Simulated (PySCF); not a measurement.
**C₄H₁₄Si₄: density, localisation and related maps**

Input file:

```
{"job": {"kind": "nmr", "xc": "PBE0", "basis": "pcSseg-1"}, "charge": 0, "multiplicity": 1}
C      3.244725     0.461505    -1.573972
C      2.267416    -0.054555    -0.634864
C      1.445243    -0.487370     0.156120
Si     0.119053    -1.065751     1.277316
C     -0.320757    -2.859662     0.928064
Si    -1.667994     0.380963     0.803319
Si    -0.985952     2.579934     1.236995
Si    -2.105808     0.181786    -1.490646
H      3.797482    -0.357803    -2.060659
H      3.976621     1.107992    -1.065046
H      2.757385     1.056668    -2.362059
H      0.568998    -0.905947     2.695765
H     -1.144097    -3.190766     1.579215
H      0.548557    -3.511615     1.105138
H     -0.636057    -2.978925    -0.119535
H     -2.897130     0.047062     1.596138
H     -2.057729     3.559742     0.875399
H      0.228164     2.877884     0.416605
H     -0.645682     2.757628     2.683062
H     -2.475935    -1.225309    -1.843260
H     -0.876305     0.555598    -2.255156
H     -3.223180     1.083933    -1.911189
```

Command:

```sh
OMP_NUM_THREADS=1 python probes_run.py task.json out
```

Geometry: PBE0-D3(BJ)/def2-SVP.

Level of theory: PBE0/pcSseg-1, SCF density, gas phase, non-relativistic in PySCF 2.14.0.

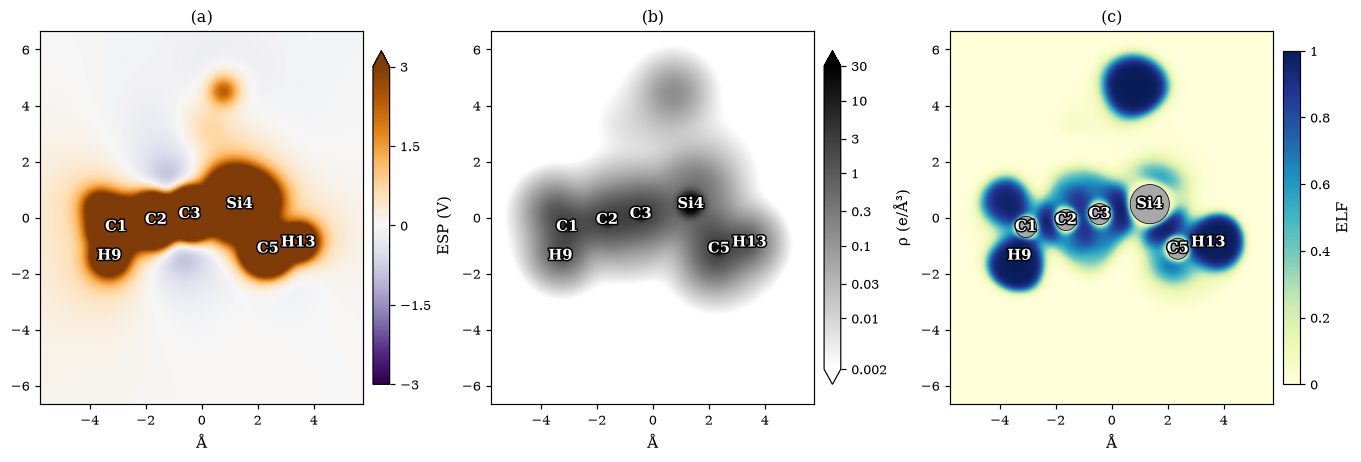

Figure 1. (a) molecular electrostatic potential; (b) total electron density; (c) ELF on the plane of atoms C3, Si4 and C5. Grey discs cover the atomic cores in the ELF map.

Read the bonding off the picture.

Answer. The section cuts through C, Si and H sites. C–C (1.22 Å): ρ is about 2.7 e/Å³ halfway; the ELF peaks at about 0.85 between the atoms: a short, multiple covalent bond. C–Si (1.83 Å): ρ is about 0.94 e/Å³ halfway; the ELF peaks at about 0.95 between the atoms: a covalent bond. C–H (1.10 Å): ρ at the midpoint is about 1.9 e/Å³; the ELF climbs to about 1 towards the hydrogen, as it does in any bond to H; a covalent bond by its length. C–Si (1.88 Å): ρ is about 0.94 e/Å³ halfway; the ELF peaks at about 0.95 between the atoms (localised, covalent bonding). Outside the dense part of the molecule the potential is most negative (−0.9 V) near C3.

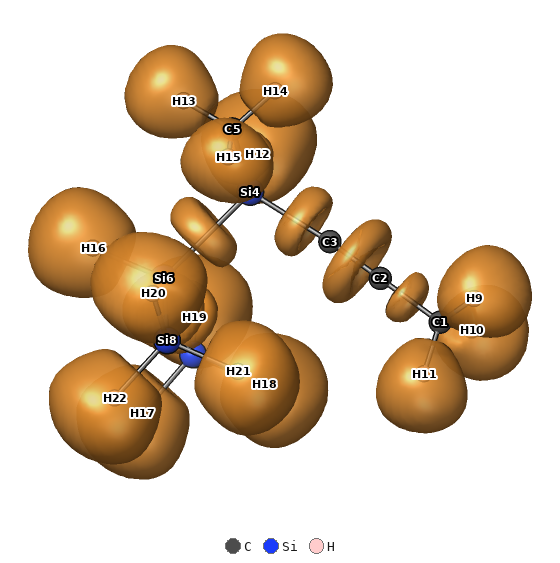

Figure 2. Isosurface of the ELF at 0.8 (orange), seen at a tilt. Only the valence region is drawn (cores and ρ < 0.01 e/Å³ removed).

Identify the bonds, lone pairs and shells in this picture.

Answer. At this value the surface marks out two regions between bonded C–C atoms (shared pairs), two regions between bonded C–Si atoms (shared pairs), three regions between bonded Si–Si atoms (shared pairs) and 14 regions around hydrogen nuclei.

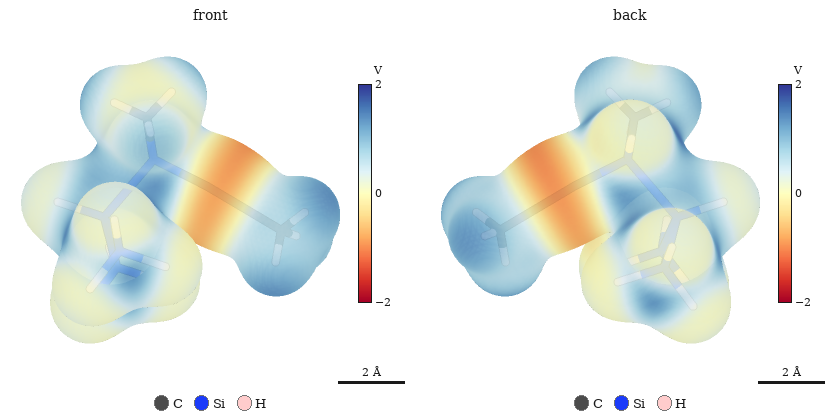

Figure 3. The electrostatic potential painted on the density surface at 0.004 e/bohr³, seen from the front and from behind; red is negative and blue positive.

Describe the electrostatic potential map.

Answer. The most negative region (about −1.0 V, or −23 kcal/mol for a unit charge) lies over C2 and C3, the most positive (about +1.5 V, or +35 kcal/mol for a unit charge) over Si4, Si7 and Si8.

What dipole moment does the calculation give?

Answer. Its dipole moment is 1.52 D.
